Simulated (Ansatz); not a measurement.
**AlSiH4O (SMILES [AlH][O][SiH3]): UBHLYP/aug-cc-pVDZ**

Aim: the electronic atomisation energy of AlSiH4O at UBHLYP/aug-cc-pVDZ, from 5 runs. 

The results are computed with Ansatz 0.2.0.

63 further runs of the same task are left out: 63 set aside as unsound or not needed.

## Step 1: The structure to begin with

The species is AlSiH4O (7 atoms), meant as a doublet with charge 0. As SMILES, `[AlH][O][SiH3]`. The shape is that of a PBE0-D4/def2-TZVP optimisation. This is one conformer, not always the lowest.

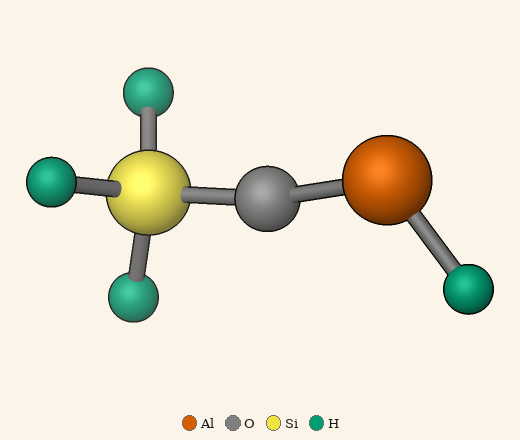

Viewed from a chosen angle; aluminium orange, oxygen grey, silicon yellow, hydrogen teal.

## Step 2: The energy at UBHLYP/aug-cc-pVDZ

Contents of run.yaml:

```yaml
crystal:
  periodic: [false, false, false]
  atoms:
    - {symbol: Al, position_ang: [-1.643700, -1.503700, -0.201100]}
    - {symbol: O, position_ang: [-0.403000, -0.368600, -0.047300]}
    - {symbol: Si, position_ang: [0.870900, 0.567400, 0.335800]}
    - {symbol: H, position_ang: [-2.580100, -1.352800, -1.500200]}
    - {symbol: H, position_ang: [1.204400, 1.463600, -0.802700]}
    - {symbol: H, position_ang: [0.554900, 1.401200, 1.526200]}
    - {symbol: H, position_ang: [2.057800, -0.275200, 0.643500]}
basis:
  gaussian: {orbitals: aug-cc-pVDZ}
magnetization: {spin_polarized: true, initial_magnetization: 1}
hamiltonian: {xc: {name: BHLYP}}
accuracy: high
output: {orbitals: {seedname: orbitals}}
```

The run is started by

```
$ ansatz run run.yaml --threads 1 --pin off --max-ram 3480MiB --events-out events.jsonl --progress --plain --runs-dir runs
```

The log of the run:

```text
Warning: RAYON_NUM_THREADS=1 ignored (pool sized by the plan → 1); use --threads N
Functional definition: BHLYP
  name "BHLYP"
  parameter a = 0.5
  exchange = (1 - a)*b88_x + a*exact_x
  correlation = lyp_c
2252 factors; integrals over basis functions are off by at most 3.4e-9 eV
mean field evaluation 1: about -16580.9859 eV, gradient 3.8e1 eV
mean field evaluation 2: about -16571.2670 eV, gradient 6.3e1 eV
mean field evaluation 4: about -16586.6971 eV, gradient 4.5e-1 eV
mean field evaluation 8: about -16586.7051 eV, gradient 6.5e-2 eV
mean field evaluation 16: about -16586.7052 eV, gradient 4.5e-5 eV
mean field -16586.70522676 eV, -609.5501742109 hartree, gradient 2.7e-8 eV, S^2 0.755103; 0 other end points of the search recorded, 0 dependent functions left out
reference -16586.70526423 eV, -609.5501755879 hartree; 20, 19 occupied and 93, 94 virtual orbitals, 2252 factors
Total energy: -16586.70526423 eV, -609.5501755879 hartree
```

It took 27 s on 1 thread of Arm Neoverse V1, shared host; peak memory 0.54 GiB.

## Step 3: The Al atom, same level

Contents of job.yaml:

```yaml
crystal:
  periodic: [false, false, false]
  atoms:
    - {symbol: Al, position_ang: [0.000000, 0.000000, 0.000000]}
basis:
  gaussian:
    orbitals: aug-cc-pVDZ
hamiltonian:
  xc: {name: BHLYP}
magnetization:
  spin_polarized: true
  initial_magnetization: 1
accuracy: high
```

Run the same way, it converges to -242.36734 Eh (log not shown).

## Step 4: The H atom, same level

Contents of input.yaml:

```yaml
crystal:
  periodic: [false, false, false]
  atoms:
    - {symbol: H, position_ang: [0.000000, 0.000000, 0.000000]}
basis:
  gaussian:
    orbitals: aug-cc-pVDZ
magnetization:
  spin_polarized: true
  initial_magnetization: 1
hamiltonian:
  xc: {name: BHLYP}
accuracy: high
```

Run the same way, it converges to -0.49808 Eh (log not shown).

## Step 5: The O atom, same level

Contents of input.yaml:

```yaml
crystal:
  periodic: [false, false, false]
  atoms:
    - {symbol: O, position_ang: [0.000000, 0.000000, 0.000000]}
basis:
  gaussian: {orbitals: aug-cc-pVDZ}
magnetization: {spin_polarized: true, initial_magnetization: 2}
hamiltonian: {xc: {name: BHLYP}}
accuracy: high
```

Run the same way, it converges to -75.05843 Eh (log not shown).

## Step 6: The Si atom at the same level

Contents of in.yaml:

```yaml
crystal:
  periodic: [false, false, false]
  atoms:
    - {symbol: Si, position_ang: [0.000000, 0.000000, 0.000000]}
basis:
  gaussian: {orbitals: aug-cc-pVDZ}
magnetization: {spin_polarized: true, initial_magnetization: 2}
hamiltonian: {xc: {name: BHLYP}}
accuracy: high
```

Run the same way, it converges to -289.37626 Eh (log not shown).

## Step 7: Results

At UBHLYP/aug-cc-pVDZ:

```
                                    quantity          value
                      molecule: total energy  -609.55018 Eh
molecule: HOMO energy (highest over α and β)       -6.62 eV
 molecule: LUMO energy (lowest over α and β)       -1.73 eV
                              molecule: ⟨S²⟩          0.755
                       Al atom: total energy  -242.36734 Eh
                               Al atom: ⟨S²⟩          0.757
                        H atom: total energy    -0.49808 Eh
                                H atom: ⟨S²⟩          0.750
                        O atom: total energy   -75.05843 Eh
                                O atom: ⟨S²⟩          2.005
                       Si atom: total energy  -289.37626 Eh
                               Si atom: ⟨S²⟩          2.005
               electronic atomisation energy      20.567 eV
```

**Reading.** Taking the molecule apart into free atoms costs 20.57 eV (1984 kJ/mol), before zero-point energy and without spin-orbit coupling.
